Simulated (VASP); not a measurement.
Band structure of BaTiO₃ (cubic perovskite). Level of theory: PBE GGA with D3 dispersion (Becke-Johnson damping), VASP's PBE PAW potentials (set 64) (plane waves; VASP).

Unless said otherwise, spin-orbit coupling is left out, though it shifts the bands of the heavy elements here.

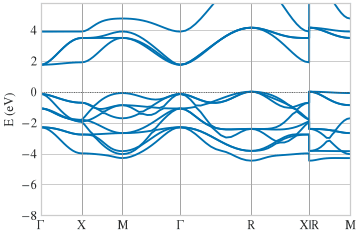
Fig. 1. Bands along high-symmetry lines, zero at the valence-band maximum or, without a gap, the Fermi level

Q: Read the plot: is there a gap, and where are the band edges?

A: The gap is indirect, 1.74 eV, from the valence maximum at R to the conduction minimum at Γ. (Edges off the drawn lines would not show.)

Measured: gap 3.20 eV (computed value off by -1.46 eV), as given by Yu-ichiro Matsushita et al., Physical Review B (2011), arXiv:1104.2769.

The compound is BaTiO3 in the cubic perovskite structure, the ideal cubic form; the compound distorts at low or room temperature. It was relaxed first.
